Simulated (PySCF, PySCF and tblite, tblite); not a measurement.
# ethyl trimethylhydrazine (C5H14N2): a scan of pyramidal angle, part 3 of 3

PySCF and tblite. Atoms count from 0.

## Step 13: Shieldings, coordinate held at 28.7: PBE0/pcSseg-1 in acetone

What the job is given:

```
{"job": {"kind": "nmr", "xc": "PBE0", "basis": "pcSseg-1", "solvent": "acetone", "every": 1, "pop": false}, "charge": 0, "multiplicity": 1}
C      2.033631    -1.045526     0.719622
C      1.560609    -0.114892    -0.387626
N      0.349941     0.581776     0.012012
C     -0.004930     1.650969    -0.904010
N     -0.681513    -0.326764     0.333372
C     -1.511396     0.185961     1.400831
C     -1.466900    -0.837549    -0.774900
H      1.272128    -1.792073     0.924125
H      2.954004    -1.543070     0.424517
H      2.213102    -0.477028     1.627598
H      1.422816    -0.688201    -1.321256
H      2.317652     0.650359    -0.578160
H     -0.107978     1.321325    -1.948859
H      0.773476     2.411766    -0.857267
H     -0.941719     2.102448    -0.581547
H     -2.083879    -0.639863     1.822752
H     -0.861884     0.599738     2.168196
H     -2.217508     0.964274     1.073248
H     -0.800859    -1.171286    -1.568996
H     -2.033146    -1.697896    -0.418835
H     -2.175198    -0.103294    -1.187869
```

Output:

```text
coarse grid: 16240 points
cycle   1  E = -307.9220767831  dE =  5.893e-01  |g| = 3.954e-01  |ddm| = 3.804e+00
cycle   2  E = -307.9283994387  dE = -6.323e-03  |g| = 3.717e-01  |ddm| = 6.926e-01
cycle   3  E = -307.9635076032  dE = -3.511e-02  |g| = 3.477e-02  |ddm| = 3.123e-01
cycle   4  E = -307.9637532208  dE = -2.456e-04  |g| = 7.687e-03  |ddm| = 3.202e-02
cycle   5  E = -307.9637632660  dE = -1.005e-05  |g| = 4.236e-03  |ddm| = 9.984e-03
cycle   6  E = -307.9637671067  dE = -3.841e-06  |g| = 7.732e-04  |ddm| = 3.532e-03
final grid: 153232 points
cycle   7  E = -308.0043414132  dE = -5.438e-05  |g| = 9.901e-03  |ddm| = 3.077e-02
cycle   8  E = -308.0043371848  dE =  4.228e-06  |g| = 1.075e-02  |ddm| = 1.929e-02
cycle   9  E = -308.0043667760  dE = -2.959e-05  |g| = 8.438e-04  |ddm| = 1.040e-02
cycle  10  E = -308.0043669113  dE = -1.353e-07  |g| = 2.613e-04  |ddm| = 8.925e-04
cycle  11  E = -308.0043669249  dE = -1.362e-08  |g| = 3.242e-05  |ddm| = 2.094e-04
cycle  12  E = -308.0043669251  dE = -2.002e-10  |g| = 9.389e-06  |ddm| = 3.646e-05
converged SCF energy = -308.0043669251

GIAO shielding tensors (ppm)
atom      isotropic    diamagn.    paramagn.     s11        s22        s33       span
  0 C      171.805     247.311     -75.506    155.667    171.883    187.866     32.200
  1 C      135.986     247.492    -111.507    107.772    128.733    171.451     63.679
  2 N      163.390     323.972    -160.582    123.461    136.290    230.418    106.957
  3 C      152.994     248.146     -95.152    130.521    143.082    185.381     54.860
  4 N      191.912     322.790    -130.878    131.838    185.555    258.342    126.505
  5 C      139.374     247.107    -107.733    103.614    125.876    188.633     85.019
  6 C      154.837     248.265     -93.428    128.640    149.456    186.413     57.773
  7 H       29.949      31.765      -1.816     24.858     31.202     33.788      8.929
  8 H       30.835      28.479       2.356     26.379     27.785     38.341     11.961
  9 H       30.887      30.560       0.327     26.788     28.723     37.149     10.361
 10 H       29.125      32.356      -3.231     25.098     28.774     33.504      8.407
 11 H       29.369      31.768      -2.399     24.070     28.922     35.114     11.044
 12 H       29.648      31.301      -1.653     25.492     27.758     35.694     10.202
 13 H       29.527      30.759      -1.231     25.033     27.110     36.439     11.406
 14 H       28.951      31.774      -2.822     23.999     27.807     35.049     11.050
 15 H       29.057      30.360      -1.303     24.835     26.140     36.195     11.360
 16 H       29.288      31.576      -2.288     24.907     27.542     35.415     10.509
 17 H       29.081      30.865      -1.784     25.146     27.175     34.923      9.778
 18 H       29.082      31.932      -2.851     24.114     28.081     35.050     10.936
 19 H       29.620      30.560      -0.940     25.226     26.951     36.682     11.455
 20 H       29.840      31.159      -1.320     25.354     28.260     35.907     10.553
```

Wall time 20 s (1 thread of Intel Xeon 6975P-C, shared host); peak memory 0.96 GiB.

This run: HOMO -6.13 eV, LUMO 1.52 eV; dipole 1.57 D.

## Step 14: The scan in numbers

What the job is given:

```
{"job": {"smiles": "CCN(C)N(C)C", "charge": 0, "mult": 1, "motion": "pyramidal angle", "what": "nitrogen", "atoms": [4], "drives": [{"terms": [["t", [6, 2, 5, 4], 0.3333333333333333], ["t", [2, 5, 6, 4], 0.3333333333333333], ["t", [5, 6, 2, 4], 0.3333333333333333]], "values": [-1.3, -1, -0.7, -0.35, 0, 0.35, 0.7, 1, 1.3], "scaled": true}], "study": "scan", "seed": 105, "jobs": [{"kind": "nmr", "xc": "PBE0", "basis": "pcSseg-1", "solvent": "acetone", "every": 1}], "xc": "PBE0", "basis": "pcSseg-1", "kind": "scan"}, "charge": 0, "multiplicity": 1}
C      2.031350    -1.047951     0.719534
C      1.559071    -0.116631    -0.387309
N      0.349471     0.581283     0.013017
C     -0.005776     1.650124    -0.903174
N     -0.682096    -0.326643     0.334968
C     -1.510655     0.186552     1.402905
C     -1.467924    -0.836645    -0.772979
H      1.269520    -1.793737     0.924745
H      2.950850    -1.545920     0.422783
H      2.211307    -0.479849     1.627558
H      1.420266    -0.689814    -1.321064
H      2.317749     0.647061    -0.577618
H     -0.108662     1.320287    -1.947883
H      0.772335     2.411167    -0.857264
H     -0.942789     2.100948    -0.580523
H     -2.083685    -0.639079     1.824161
H     -0.860146     0.598911     2.170121
H     -2.216102     0.966202     1.076882
H     -0.802577    -1.171856    -1.566916
H     -2.035204    -1.695808    -0.416288
H     -2.175226    -0.101657    -1.186129
```

Output:

```text
coordinate    xTB      DFT (kcal/mol)
   -34.30    3.881    4.162
   -28.10    2.071    2.431
   -20.80    2.317    2.739
   -11.00    3.913    4.521
     0.20    4.916    6.018
    11.30    3.400    4.117
    21.40    0.981    1.263
    28.70    0.000    0.000
    34.70    1.218    1.024
```

Run time: 3.1 min. Hardware: 1 thread of Intel Xeon 6975P-C, shared host; peak memory 1 GiB. This counts the whole study up to here.

Shieldings (ppm) of atoms that vary much, hydrogens weighed ten times:

```
coordinate (°)  DFT energy (kcal/mol)     N4     C3     H7     C5     C6
         -34.3                   4.16  165.6  137.3  30.29  132.5  150.8
         -28.1                   2.43  176.2  137.9  30.40  134.5  154.0
         -20.8                   2.74  189.8  138.7  30.57  136.2  156.4
         -11.0                   4.52  206.4  140.4  30.72  137.6  157.9
           0.2                   6.02  218.5  141.8  30.80  138.5  158.2
          11.3                   4.12  214.7  146.0  30.45  139.8  158.4
          21.4                   1.26  202.3  150.5  30.12  140.3  157.3
          28.7                   0.00  191.9  153.0  29.95  139.4  154.8
          34.7                   1.02  184.4  154.4  29.85  137.6  151.8
```

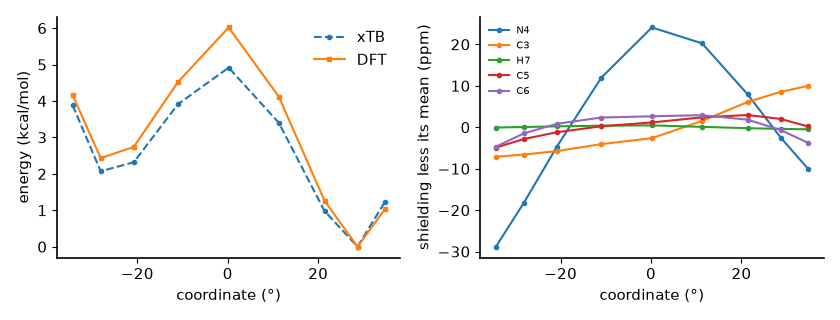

Energy and shieldings along the coordinate.

## Step 15: What came out

What follows sums up all 3 parts.

| quantity | value |
| --- | --- |
| energy range along the scan | DFT 6.02, xTB 4.92 kcal/mol |
| range of σ(N4) | 165.6 to 218.5 ppm |

The DFT energy changes by 6.02 kcal/mol over the points computed, against kT of 0.59 kcal/mol at 298 K.
